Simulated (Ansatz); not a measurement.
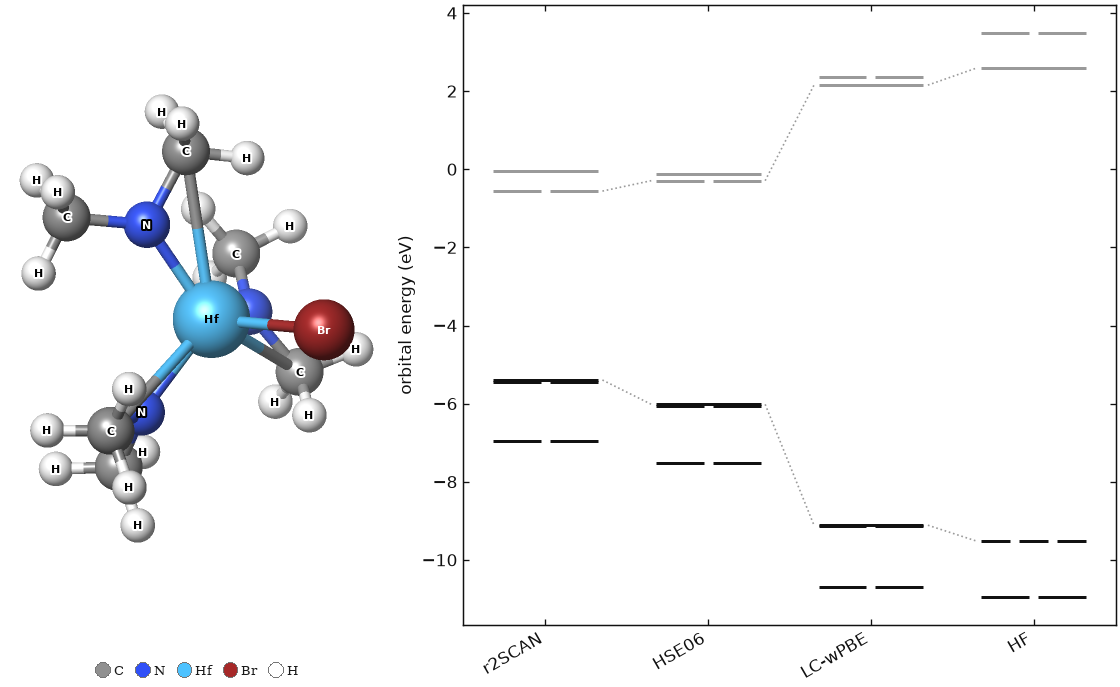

Frontier orbital energies of C₆H₁₈BrHfN₃, singlet at one geometry, def2-TZVPP, the Ansatz code, at a PBE0-D4/def2-TZVP geometry (no frequency check). Empty levels are grey, levels within 0.1 eV stand side by side; all columns show the same few orbitals around the gap. Dotted lines join the HOMOs and the LUMOs.

> How do the frontier levels move from column to column?

The separation grows from 4.84 eV (r2SCAN) to 12.11 eV (HF).

```tsv
level	HOMO (eV)	LUMO (eV)	separation (eV)
r2SCAN	−5.39	−0.56	4.84
HSE06	−6.02	−0.29	5.72
LC-wPBE	−9.11	2.15	11.27
HF	−9.52	2.59	12.11
```

Limits of at least one run: core potentials past krypton; empty levels above zero depend strongly on the basis; no scalar relativity up to krypton; one conformer of a flexible molecule; spin-orbit coupling is left out, and with Br and Hf it can shift these levels and split any degenerate set.
